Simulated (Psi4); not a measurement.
# BNH3Cl (SMILES NBCl) at HF/3-21G

What is the vertical singlet–triplet gap of BNH3Cl at HF/3-21G? 

Program for the calculation: Psi4 1.11.

**1. The structure to begin with**

BNH3Cl: 6 atoms, total charge 0, spin state singlet. As SMILES, `NBCl`. Geometry: relaxed at PBE0-D4/def2-TZVP.

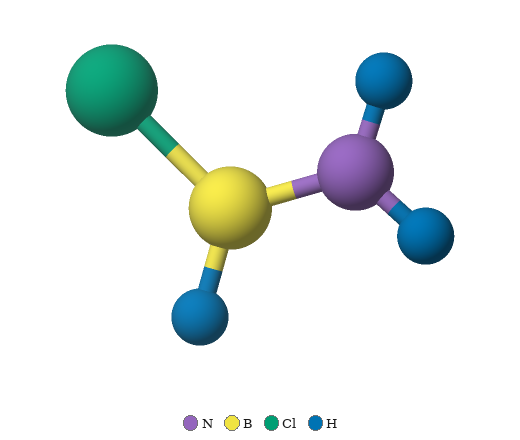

Viewed from a chosen angle; nitrogen purple, boron yellow, chlorine teal, hydrogen blue.

**2. Energy and forces at HF/3-21G**

The input, bclh3n.in:

```
memory 2200 mb

molecule {
  0 1
  N
  B 1 1.382693
  Cl 2 1.767892 1 119.71538
  H 1 1.005162 2 122.18092 3 179.98562
  H 1 1.006328 4 114.654 2 -179.99702
  H 2 1.190998 1 121.49681 4 -0.00695
  units angstrom
  symmetry c1
}

set {
  basis 3-21G
  puream true
  e_convergence 1e-09
  d_convergence 1e-08
  scf_type pk
}

energy_value, wavefunction = gradient('scf', return_wfn=True)
oeprop(wavefunction, 'LOWDIN_CHARGES', 'MULLIKEN_CHARGES', 'MAYER_INDICES', title='SCF')
```

On the command line:

```console
$ psi4 -n 1 bclh3n.in bclh3n.out
```

bclh3n.out:

```text
[...]
  Running in c1 symmetry.
[...]
  Nuclear repulsion =   85.398168552901993
[...]
  Multiplicity = 1
[...]
  Nalpha       = 16
  Nbeta        = 16
[...]
    Number of basis functions: 37
[...]
   @RHF iter   1:  -537.77137202847780   -5.29745e-01   8.23802e-03 ADIIS/DIIS
[...]
   @RHF iter  10:  -537.81728953277752   -4.32010e-12   9.49337e-09 DIIS
[...]
    Orbital Energies [Eh]
    ---------------------
    Doubly Occupied:
       1A   -104.079997     2A    -15.504092     3A    -10.477184
       4A     -7.940459     5A     -7.936892     6A     -7.936647
       7A     -7.622633     8A     -1.189980     9A     -1.093759
      10A     -0.731880    11A     -0.708096    12A     -0.593653
      13A     -0.509506    14A     -0.498068    15A     -0.437929
      16A     -0.429939
[...]
  @RHF Final Energy:  -537.81728953277752
   => Energetics <=
    Nuclear Repulsion Energy =             85.3981685529019927
    One-Electron Energy =                -911.0494891527381469
    Two-Electron Energy =                 287.8340310670585609
    Total Energy =                       -537.8172895327775223
[...]
 Multipole Moments:
 ------------------------------------------------------------------------------------
     Multipole            Electronic (a.u.)      Nuclear  (a.u.)        Total (a.u.)
 ------------------------------------------------------------------------------------
 L = 1.  Multiply by 2.5417464519 to convert [e a0] to [Debye]
 Dipole X            :          0.0001603           -0.0000795            0.0000808
 Dipole Y            :         -2.4263567            3.1514198            0.7250631
 Dipole Z            :          2.6941664           -3.9451271           -1.2509607
 Magnitude           :                                                    1.4458974
[...]
  -Total Gradient:
     Atom            X                  Y                   Z
    ------   -----------------  -----------------  -----------------
       1       -0.000007236258     0.000368817394     0.012401127897
       2        0.000012866082    -0.027976972499     0.003786077052
       3       -0.000006354551     0.021667090330    -0.013945240280
       4       -0.000005583819     0.003589681652    -0.002753520828
       5        0.000007513344    -0.003762905088    -0.001659261411
       6       -0.000001204799     0.006114288212     0.002170817577
[...]
  Mulliken Charges: (a.u.)
   Center  Symbol    Alpha    Beta     Spin     Total
       1     N     3.95132  3.95132  0.00000 -0.90263
       2     B     2.23411  2.23411  0.00000  0.53177
       3    CL     8.66024  8.66024  0.00000 -0.32047
       4     H     0.32493  0.32493  0.00000  0.35013
       5     H     0.32475  0.32475  0.00000  0.35050
       6     H     0.50465  0.50465  0.00000 -0.00930
   Total alpha = 16.00000, Total beta = 16.00000, Total charge = -0.00000
  Lowdin Charges: (a.u.)
   Center  Symbol    Alpha    Beta     Spin     Total
[...]
```

Wall time 2.6 s (1 thread of AMD EPYC 7R43 (Zen 3), shared host); peak memory 0.18 GiB.

**3. The triplet: the energy at UHF/3-21G**

The input, calc.py:

```python
import psi4

psi4.set_memory(2200000000)
psi4.set_num_threads(1)
psi4.core.set_output_file('bclh3n.out', False)

m = psi4.geometry("""
0 3
N     -0.395600    -0.007800    -0.658000
B      0.369600    -0.158900     0.483700
Cl     0.529900     1.189300     1.616000
H     -0.511800    -0.749300    -1.326600
H     -0.878600     0.844500    -0.888200
H      0.928800    -1.181900     0.727100
units angstrom
symmetry c1
""")

psi4.set_options({
    'basis': '3-21G',
    'reference': 'uhf',
    'puream': True,
    'e_convergence': 1e-09,
    'd_convergence': 1e-08,
    'scf_type': 'pk',
    'maxiter': 100,
})

e_tot, wfn = psi4.energy("scf", return_wfn=True)
psi4.oeprop(wfn, "MAYER_INDICES", "DIPOLE", "QUADRUPOLE", title="SCF")
print(f'scf energy: {e_tot:.10f} Eh')
for k, v in sorted(psi4.core.scalar_variables().items()):
    print(f'{k:45s} {v:18.10f}')
```

On the command line:

```console
$ python calc.py
```

bclh3n.out:

```text
[...]
  Running in c1 symmetry.
[...]
  Nuclear repulsion =   85.398153537645072
[...]
  Multiplicity = 3
[...]
  Nalpha       = 17
  Nbeta        = 15
[...]
    Number of basis functions: 37
[...]
   @UHF iter   1:  -537.45559404005076   -2.13968e-01   9.76227e-03 ADIIS/DIIS
[...]
   @UHF iter  25:  -537.52938802353219    9.32232e-12   4.90122e-09 DIIS
[...]
   @S^2 Observed:                2.008178024E+00
[...]
    Orbital Energies [Eh]
    ---------------------
    Alpha Occupied:
       1A   -104.228099     2A    -15.420489     3A    -10.622983
       4A     -8.101920     5A     -8.080611     6A     -8.078769
       7A     -7.523129     8A     -1.241089     9A     -1.119144
      10A     -0.727890    11A     -0.667977    12A     -0.633969
      13A     -0.594972    14A     -0.576700    15A     -0.498430
      16A     -0.445351    17A     -0.138034
    Alpha Virtual:
      18A      0.249194    19A      0.290529    20A      0.350030
      21A      0.415745    22A      0.451179    23A      0.655320
      24A      0.664868    25A      0.683499    26A      0.730435
[...]
  @UHF Final Energy:  -537.52938802353219
   => Energetics <=
    Nuclear Repulsion Energy =             85.3981535376450722
    One-Electron Energy =                -909.7262211155382374
    Two-Electron Energy =                 286.7986795543610015
    Total Energy =                       -537.5293880235321922
  UHF NO Occupations:
  HONO-2 :   15  A 1.9980117
  HONO-1 :   16  A 1.0000000
  HONO-0 :   17  A 1.0000000
  LUNO+0 :   18  A 0.0019883
  LUNO+1 :   19  A 0.0009541
[...]
 Multipole Moments:
 ------------------------------------------------------------------------------------
     Multipole            Electronic (a.u.)      Nuclear  (a.u.)        Total (a.u.)
 ------------------------------------------------------------------------------------
 L = 1.  Multiply by 2.5417464519 to convert [e a0] to [Debye]
 Dipole X            :          1.3164479           -1.5168329           -0.2003850
 Dipole Y            :          3.3783332           -2.5325794            0.8457538
 Dipole Z            :          4.3188603           -4.0964306            0.2224297
 Magnitude           :                                                    0.8971781
 L = 2.  Multiply by 1.3450342976 to convert [e a0^2] to [Debye ang]
 Quadrupole XX       :        -43.8007647           23.7531598          -20.0476049
 Quadrupole XY       :        -17.5019004           16.6493422           -0.8525582
[...]
```

The script printed:

```text
scf energy: -537.5293880235 Eh
CURRENT ENERGY                                   -537.5293880235
CURRENT REFERENCE ENERGY                         -537.5293880235
DD SOLVATION ENERGY                                 0.0000000000
HF KINETIC ENERGY                                 537.4682363791
HF POTENTIAL ENERGY                             -1074.9976244026
HF TOTAL ENERGY                                  -537.5293880235
HF VIRIAL RATIO                                     2.0001137772
NUCLEAR REPULSION ENERGY                           85.3981535376
ONE-ELECTRON ENERGY                              -909.7262211155
PCM POLARIZATION ENERGY                             0.0000000000
PE ENERGY                                           0.0000000000
SCF ITERATION ENERGY                             -537.5293880235
SCF ITERATIONS                                     25.0000000000
SCF TOTAL ENERGY                                 -537.5293880235
TWO-ELECTRON ENERGY                               286.7986795544
```

It took 2.3 s on 1 thread of AMD EPYC 7R43 (Zen 3), shared host; peak memory 0.18 GiB.

**4. Results**

Level: HF/3-21G.

```
                                        quantity          value
                           singlet: total energy  -537.81729 Eh
                          singlet: dipole moment         3.68 D
                            singlet: HOMO energy      -11.70 eV
                            singlet: LUMO energy        4.41 eV
                          singlet: HOMO–LUMO gap       16.11 eV
               singlet: largest force on an atom     1.452 eV/Å
                           triplet: total energy  -537.52939 Eh
                          triplet: dipole moment         2.28 D
     triplet: HOMO energy (highest over α and β)       -3.76 eV
      triplet: LUMO energy (lowest over α and β)       -3.16 eV
                                   triplet: ⟨S²⟩          2.008
vertical energy of the triplet above the singlet       7.834 eV
```

**Reading.** At this shape the triplet lies 7.83 eV (181 kcal/mol) above the singlet. The largest force (singlet) is 1.45 eV/Å: the shape isn't a stationary point for this species at this level.
